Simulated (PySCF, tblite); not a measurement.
# C6H10OSi: dynamics, then NMR shifts on frames

How do NMR shifts of C6H10OSi (`O=C1C=CC[C@H]1C[SiH3]`) change as the atoms move?

The runs use tblite 0.8.0 and PySCF 2.14.0, with density-fitted response routines of our own; the level of theory stands in each step. All values are computed, except where a source is named. Atoms are numbered from 0 throughout.

### Step 1. The starting structure

18 atoms, charge 0, multiplicity 1; geometry from: GFN2-xTB.

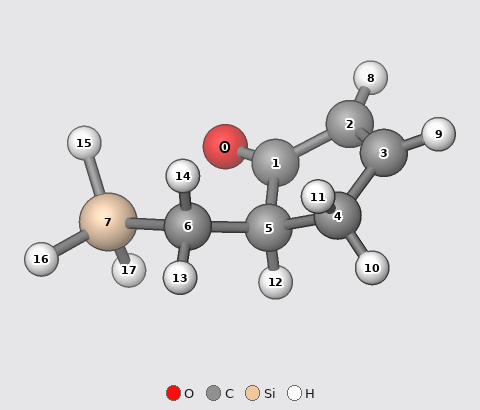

The starting geometry (oxygen red, carbon grey, silicon light orange, hydrogen white), atoms numbered; sticks join atoms by distance.

### Step 2. Thermal motion with GFN2-xTB

What the job is given:

```
{"job": {"kind": "md", "xc": "GFN2-xTB", "basis": "xTB", "temperature": 300, "steps": 2000, "every": 50, "frames": 5}, "charge": 0, "multiplicity": 1}
O      0.402895     1.508078     1.266245
C     -0.430587     0.744212     0.833358
C     -1.883834     0.906184     0.804030
C     -2.434351    -0.072713     0.083889
C     -1.427935    -1.032726    -0.457017
C     -0.097889    -0.566082     0.151856
C      1.067702    -0.353565    -0.802259
Si     2.531891     0.553580     0.043318
H     -2.388937     1.730114     1.275289
H     -3.485619    -0.189442    -0.123538
H     -1.681832    -2.061908    -0.195577
H     -1.406613    -0.974028    -1.548583
H      0.218721    -1.261380     0.936720
H      1.396769    -1.318322    -1.188922
H      0.725540     0.231213    -1.658009
H      2.482307     1.998161    -0.129708
H      3.705292     0.080601    -0.717960
H      2.697722     0.084340     1.415211
```

With the program's defaults for keys left out, this is: GFN2-xTB Langevin dynamics, gas phase.

On the command line:

```sh
> OMP_NUM_THREADS=1 python probes_run.py task.json out
```

One launch serves the whole session: the jobs run in the order shown.

The program printed:

```text
t/fs     T/K      E/eV
    0.0   254.5   -645.38862
   25.0   167.4   -644.94665
   50.0   137.5   -644.88773
   75.0   212.4   -645.02658
  100.0   209.5   -644.96883
  125.0   181.0   -644.83310
  150.0   218.7   -644.86345
  175.0   215.6   -644.87447
  200.0   241.1   -644.70935
  225.0   277.2   -644.81735
  250.0   286.6   -644.75860
  275.0   276.4   -644.81343
  300.0   282.3   -644.88846
  325.0   312.3   -644.89873
  350.0   304.8   -644.78903
  375.0   279.9   -644.93000
  400.0   301.4   -644.85717
  425.0   293.8   -645.01436
  450.0   236.5   -644.83654
  475.0   232.5   -644.78198
  500.0   233.9   -644.78454
  525.0   310.7   -644.73710
  550.0   274.3   -644.85620
  575.0   240.0   -644.81199
  600.0   288.7   -644.67601
  625.0   338.4   -644.70894
  650.0   305.3   -644.62779
  675.0   233.7   -644.46423
  700.0   318.1   -644.79002
  725.0   353.1   -644.74774
  750.0   321.8   -644.82170
  775.0   277.4   -644.86407
  800.0   285.9   -644.84884
  825.0   263.5   -644.82929
  850.0   309.7   -644.86086
  875.0   299.7   -644.85414
  900.0   274.2   -644.83871
  925.0   357.0   -644.85959
  950.0   270.9   -644.75163
  975.0   301.3   -644.80440
 1000.0   304.5   -644.90036
```

Wall time 12 s (1 thread of Intel Xeon 6975P-C, shared host); peak memory 0.18 GiB.

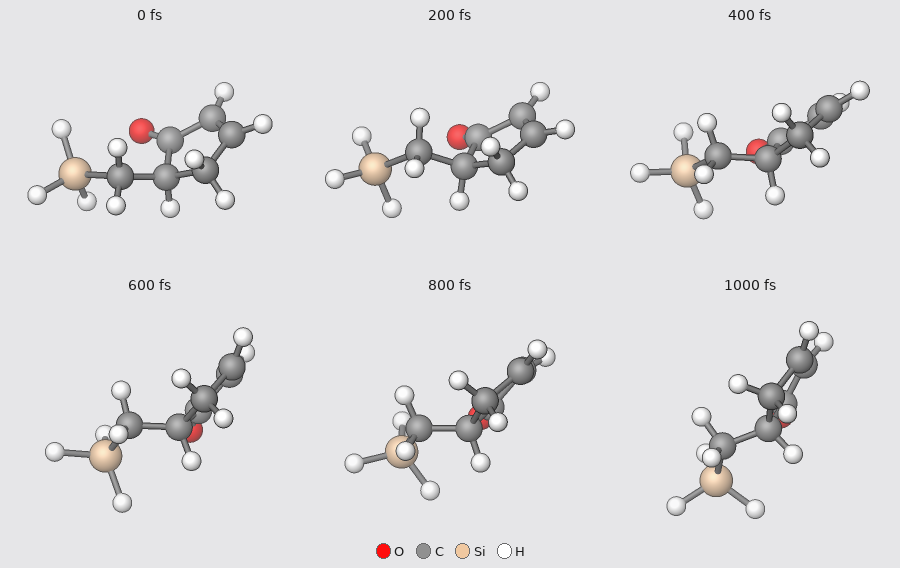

Frames of the run.

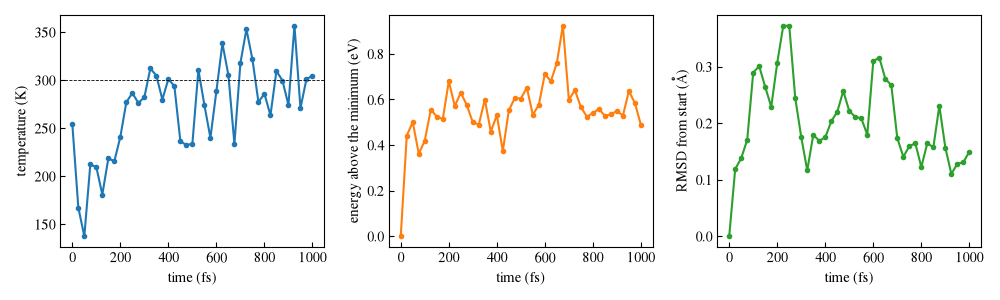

Temperature, potential energy and distance from the start.

Positions (Å) and forces (eV/Å) at 1000 fs:

```xyz
18

O    -0.128    0.001    2.169    0.196   -0.353   -0.745
C    -0.537   -0.096    1.019    0.732   -0.166    2.000
C    -1.604    0.638    0.460   -1.980    0.883   -1.090
C    -1.764    0.370   -0.837    0.811   -0.032   -1.031
C    -0.685   -0.579   -1.333   -0.824    0.420    0.322
C    -0.054   -1.036   -0.031    0.140   -0.288   -0.025
C     1.439   -1.070   -0.136    0.887    0.479   -0.636
Si    2.262   -1.420    1.565   -0.047    0.067    0.127
H    -2.305    1.282    0.952    0.201    0.241    0.524
H    -2.435    0.888   -1.518    0.043   -0.357    0.222
H    -1.081   -1.465   -1.829   -0.047    0.403   -0.548
H     0.068   -0.035   -1.931   -0.559   -0.314   -0.066
H    -0.488   -1.997    0.254    0.218   -0.321    0.025
H     1.691   -1.641   -1.089    0.126    0.342    1.486
H     1.748   -0.015   -0.332   -0.075   -0.565   -0.181
H     2.463   -0.188    2.382   -0.148   -0.503   -0.328
H     3.605   -1.862    1.194    0.161   -0.160    0.026
H     1.503   -2.494    2.233    0.166    0.225   -0.081
```

### Step 3. NMR shieldings: 250 fs, PBE0/pcSseg-1

What the job is given:

```
{"job": {"kind": "nmr", "xc": "PBE0", "basis": "pcSseg-1", "pop": false}, "charge": 0, "multiplicity": 1}
O      0.150600     0.996300     1.643200
C     -0.618300     0.270800     0.981400
C     -2.068800     0.338800     0.890800
C     -2.523500    -0.434300    -0.081600
C     -1.397500    -1.236100    -0.715800
C     -0.072400    -0.771600    -0.039000
C      0.893600     0.046500    -0.903700
Si     2.561700     0.250800     0.135700
H     -2.627000     0.997500     1.532000
H     -3.614800    -0.538200    -0.269500
H     -1.565000    -2.348000    -0.538300
H     -1.368700    -1.161400    -1.796300
H      0.474200    -1.526400     0.458200
H      1.145000    -0.341300    -1.849300
H      0.332600     1.005300    -0.987200
H      2.706400     1.641000     0.507000
H      3.661500    -0.275300    -0.613100
H      2.442400    -0.669300     1.276200
```

Method: GIAO PBE0/pcSseg-1 NMR shielding, non-relativistic, gas phase.

The program printed:

```text
coarse grid: 15432 points
cycle   1  E = -598.5995559425  dE =  1.005e+00  |g| = 8.008e-01  |ddm| = 3.849e+00
cycle   2  E = -598.0891478285  dE =  5.104e-01  |g| = 1.753e+00  |ddm| = 2.787e+00
cycle   3  E = -598.7259652048  dE = -6.368e-01  |g| = 2.121e-01  |ddm| = 2.232e+00
cycle   4  E = -598.7359308547  dE = -9.966e-03  |g| = 7.718e-02  |ddm| = 2.648e-01
cycle   5  E = -598.7373547826  dE = -1.424e-03  |g| = 1.757e-02  |ddm| = 8.418e-02
cycle   6  E = -598.7374201213  dE = -6.534e-05  |g| = 7.091e-03  |ddm| = 2.137e-02
cycle   7  E = -598.7374318803  dE = -1.176e-05  |g| = 2.156e-03  |ddm| = 7.768e-03
cycle   8  E = -598.7374327788  dE = -8.985e-07  |g| = 8.288e-04  |ddm| = 2.170e-03
final grid: 144104 points
cycle   9  E = -598.7958721398  dE = -1.594e-05  |g| = 1.275e-02  |ddm| = 3.736e-02
cycle  10  E = -598.7957563693  dE =  1.158e-04  |g| = 2.730e-02  |ddm| = 3.326e-02
cycle  11  E = -598.7959047549  dE = -1.484e-04  |g| = 2.116e-03  |ddm| = 2.418e-02
cycle  12  E = -598.7959057383  dE = -9.834e-07  |g| = 2.701e-04  |ddm| = 2.074e-03
cycle  13  E = -598.7959057546  dE = -1.627e-08  |g| = 9.768e-05  |ddm| = 4.218e-04
cycle  14  E = -598.7959057568  dE = -2.246e-09  |g| = 2.497e-05  |ddm| = 1.176e-04
cycle  15  E = -598.7959057570  dE = -1.462e-10  |g| = 5.793e-06  |ddm| = 3.029e-05
converged SCF energy = -598.7959057570

GIAO shielding tensors (ppm)
atom      isotropic    diamagn.    paramagn.     s11        s22        s33       span
  0 O     -323.435     402.345    -725.780   -903.387   -400.401    333.484   1236.871
  1 C      -47.662     250.605    -298.267   -135.028    -66.435     58.477    193.504
  2 C       47.165     256.279    -209.114    -55.295     56.622    140.167    195.461
  3 C       13.219     256.647    -243.428   -121.017     10.991    149.683    270.700
  4 C      141.019     247.467    -106.448    125.612    138.473    158.973     33.361
  5 C      137.213     253.277    -116.064    123.216    137.051    151.372     28.156
  6 C      170.521     251.632     -81.111    148.467    178.325    184.773     36.306
  7 Si     406.375     879.603    -473.228    346.237    411.777    461.112    114.875
  8 H       25.300      30.994      -5.694     23.821     24.667     27.411      3.590
  9 H       23.186      28.453      -5.268     21.154     23.235     25.167      4.013
 10 H       27.739      28.351      -0.612     23.432     26.145     33.640     10.208
 11 H       29.356      30.524      -1.168     24.873     29.153     34.041      9.167
 12 H       29.614      34.442      -4.828     23.767     31.173     33.903     10.136
 13 H       31.638      32.798      -1.160     25.799     30.816     38.300     12.500
 14 H       30.656      31.830      -1.175     26.436     30.357     35.174      8.737
 15 H       27.261      29.263      -2.002     23.703     25.368     32.712      9.009
 16 H       28.022      29.596      -1.574     24.340     26.112     33.613      9.273
 17 H       27.748      30.091      -2.343     24.834     27.199     31.210      6.375
```

Wall time 21 s (1 thread of Intel Xeon 6975P-C, shared host); peak memory 0.85 GiB.

Shifts follow as δ = σ(reference) − σ, with reference shieldings (ppm) from runs at the same level and on the same kind of geometry: 1H TMS 31.72, 13C TMS 186.9, 29Si TMS 349.2, 17O H2O 336.1. The references are single molecules in the gas phase, so shifts against H2O, NH3, PH3, H3PO4 or CFCl3 are not on the usual liquid scales and can be off by tens of ppm. Each atom is listed at this fixed geometry, with no averaging over motion; a spectrum would average atoms that exchange fast.

```tsv
atoms	environment	σ (ppm)	δ (ppm)
C1	ketone carbonyl carbon	-47.7	234.6
C3	β carbon of a C=C–C=O unit	13.2	173.7
C2	α carbon of a C=C–C=O unit	47.2	139.8
C5	sp3 CH α to a carbonyl	137.2	49.7
C4	allylic sp3 CH2	141.0	45.9
C6	sp3 CH2 bonded to Si	170.5	16.4
H9	hydrogen on a β carbon of a C=C–C=O unit	23.19	8.53
H8	hydrogen on an α carbon of a C=C–C=O unit	25.30	6.42
H15	hydrogen on a silicon bonded to C	27.26	4.46
H10	hydrogen on an allylic sp3 CH2	27.74	3.98
H17	hydrogen on a silicon bonded to C	27.75	3.97
H16	hydrogen on a silicon bonded to C	28.02	3.70
H11	hydrogen on an allylic sp3 CH2	29.36	2.36
H12	hydrogen on an sp3 CH α to a carbonyl	29.61	2.10
H14	hydrogen on an sp3 CH2 bonded to Si	30.66	1.06
H13	hydrogen on an sp3 CH2 bonded to Si	31.64	0.08
O0	ketone oxygen	-323.4	659.5
Si7	silicon bonded to C, 3 H	406.4	-57.2
```

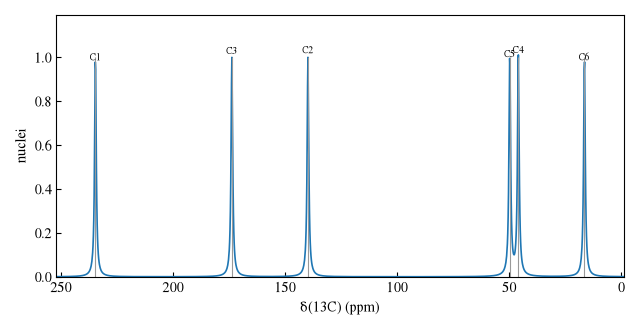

13C lines at the computed shifts, without couplings. Lines are broadened to a width of 0.87 ppm (Lorentzian).

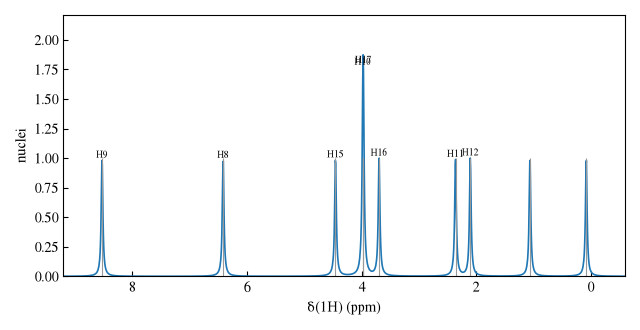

1H lines at the computed shifts, without couplings. Lines are broadened to a width of 0.03 ppm (Lorentzian).

Ring of atoms C1, C2, C3, C4, C5: NICS(0) 1.3, NICS(1) -3.2, NICS(1)zz -4.1 ppm (means of both faces). The ring holds saturated atoms, so no π current runs round it: these values come from its σ bonds, any local π bonds and neighbouring rings, and say nothing of aromaticity.

### Step 4. NMR shieldings: 425 fs, PBE0/pcSseg-1

What the job is given:

```
{"job": {"kind": "nmr", "xc": "PBE0", "basis": "pcSseg-1", "pop": false}, "charge": 0, "multiplicity": 1}
O      0.640800     0.005100     1.969200
C     -0.221100    -0.284600     1.180800
C     -1.588800     0.185000     1.053500
C     -2.073000    -0.055400    -0.153000
C     -1.136000    -0.832000    -1.013900
C      0.094200    -0.989700    -0.134400
C      1.440800    -0.582700    -0.699900
Si     2.760800    -0.228300     0.687400
H     -2.005900     0.760400     1.866800
H     -2.952200     0.472600    -0.507200
H     -1.573100    -1.790400    -1.267700
H     -1.003100    -0.259700    -1.951100
H      0.178600    -2.076900     0.170500
H      1.913600    -1.346600    -1.364700
H      1.328500     0.243900    -1.380700
H      2.788200     1.061400     1.374400
H      3.996700    -0.277900    -0.251000
H      2.832200    -1.432800     1.511100
```

Level: GIAO PBE0/pcSseg-1 NMR shielding, non-relativistic, gas phase.

The program printed:

```text
coarse grid: 15432 points
cycle   1  E = -598.6290042260  dE =  1.168e+00  |g| = 7.473e-01  |ddm| = 3.883e+00
cycle   2  E = -598.3028779851  dE =  3.261e-01  |g| = 1.486e+00  |ddm| = 2.162e+00
cycle   3  E = -598.7363673518  dE = -4.335e-01  |g| = 1.982e-01  |ddm| = 1.642e+00
cycle   4  E = -598.7450828878  dE = -8.716e-03  |g| = 6.203e-02  |ddm| = 2.332e-01
cycle   5  E = -598.7459855937  dE = -9.027e-04  |g| = 1.666e-02  |ddm| = 7.177e-02
cycle   6  E = -598.7460460704  dE = -6.048e-05  |g| = 6.317e-03  |ddm| = 2.037e-02
cycle   7  E = -598.7460556031  dE = -9.533e-06  |g| = 1.714e-03  |ddm| = 6.808e-03
final grid: 144104 points
cycle   8  E = -598.8039284155  dE = -1.649e-05  |g| = 1.337e-02  |ddm| = 3.487e-02
cycle   9  E = -598.8038294475  dE =  9.897e-05  |g| = 2.628e-02  |ddm| = 3.191e-02
cycle  10  E = -598.8039639650  dE = -1.345e-04  |g| = 2.318e-03  |ddm| = 2.245e-02
cycle  11  E = -598.8039651738  dE = -1.209e-06  |g| = 3.087e-04  |ddm| = 2.375e-03
cycle  12  E = -598.8039651902  dE = -1.640e-08  |g| = 1.663e-04  |ddm| = 4.001e-04
cycle  13  E = -598.8039651970  dE = -6.810e-09  |g| = 4.236e-05  |ddm| = 1.747e-04
cycle  14  E = -598.8039651975  dE = -4.381e-10  |g| = 1.413e-05  |ddm| = 5.742e-05
converged SCF energy = -598.8039651975

GIAO shielding tensors (ppm)
atom      isotropic    diamagn.    paramagn.     s11        s22        s33       span
  0 O     -225.806     403.266    -629.072   -709.141   -304.681    336.402   1045.543
  1 C      -31.771     254.632    -286.403   -103.026    -59.081     66.794    169.821
  2 C       47.222     256.646    -209.423    -48.530     48.191    142.005    190.535
  3 C       13.932     258.738    -244.806   -116.074      2.766    155.104    271.178
  4 C      144.577     248.405    -103.827    125.928    142.035    165.769     39.841
  5 C      140.564     254.133    -113.570    127.694    142.151    151.847     24.154
  6 C      166.561     249.065     -82.504    148.106    158.306    193.271     45.165
  7 Si     428.801     876.833    -448.032    392.018    424.653    469.732     77.715
  8 H       25.313      31.564      -6.251     23.483     25.438     27.019      3.536
  9 H       23.640      30.394      -6.754     21.425     23.780     25.713      4.288
 10 H       28.725      29.626      -0.901     24.446     26.813     34.916     10.470
 11 H       29.010      30.424      -1.414     24.442     28.519     34.069      9.627
 12 H       28.791      31.495      -2.704     24.191     28.206     33.976      9.785
 13 H       29.551      29.895      -0.345     24.701     28.154     35.797     11.097
 14 H       31.462      32.164      -0.702     26.242     30.850     37.293     11.051
 15 H       27.114      28.213      -1.099     23.336     26.138     31.868      8.532
 16 H       27.057      26.600       0.457     23.062     25.503     32.604      9.542
 17 H       27.246      28.392      -1.146     24.695     25.168     31.875      7.181
```

Wall time 20 s (1 thread of Intel Xeon 6975P-C, shared host); peak memory 0.87 GiB.

Key values: δ C1 218.7, C3 173.0, C2 139.7, C5 46.4, H9 8.08, H8 6.40 ppm.

[end of part 1 of 2]
